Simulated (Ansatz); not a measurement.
Input file:

```
crystal:
  periodic: [false, false, false]
  atoms:
    - {symbol: O, position_ang: [0.017326, 0.946197, 0.460165]}
    - {symbol: Si, position_ang: [0.283051, -0.420408, -0.427487]}
    - {symbol: Sn, position_ang: [-0.583565, 2.804195, 0.067790]}
    - {symbol: H, position_ang: [0.739846, -1.509851, 0.484195]}
    - {symbol: H, position_ang: [1.333247, -0.206667, -1.477086]}
    - {symbol: H, position_ang: [-0.960845, -0.878042, -1.129974]}
    - {symbol: H, position_ang: [-0.588240, 3.551969, 1.600166]}
    - {symbol: H, position_ang: [0.563430, 3.479868, -1.009200]}
    - {symbol: H, position_ang: [-2.142910, 2.685254, -0.629741]}
basis:
  gaussian: {orbitals: def2-TZVPD}
hamiltonian: {xc: pbe0}
output: {forces: true, orbitals: {seedname: orbitals}}
```

Launched as:

```sh
ansatz run input.yaml --threads 2 --pin off --max-ram 4350MiB --events-out events.jsonl --progress --plain --runs-dir runs
```

Geometry: r2SCAN-D4/def2-SVP; core potentials replace the inner electrons of Sn.

Level of theory: isolated molecule in a Gaussian basis; Kohn-Sham density functional theory, functional PBE0 (Ansatz).

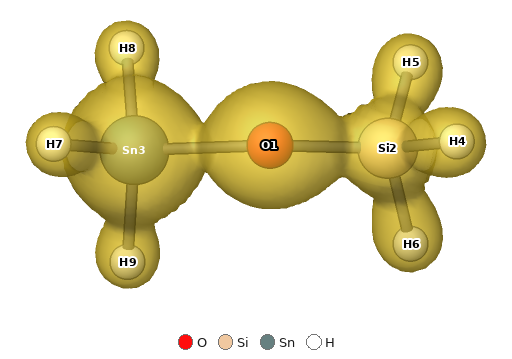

H₆OSiSn (SMILES [SiH3][O][SnH3]). Isosurface of the electron density at 0.6 e/Å³ (yellow), seen across its widest extent.

What does this surface tell about the bonding?

Answer. At this value the surface is in one piece. It bridges the sampled Si–O (1.65 Å), Sn–O (1.99 Å), Si–H (1.49 Å) and Sn–H (1.71 Å) contacts, where the density stays above the isovalue. On the grid the lowest density along these lines, outside the cores, is 0.99 e/Å³ (Si–O, 1.65 Å), 0.74 e/Å³ (Sn–O, 1.99 Å), 0.8 e/Å³ (Si–H, 1.49 Å) and 0.77 e/Å³ (Sn–H, 1.71 Å).
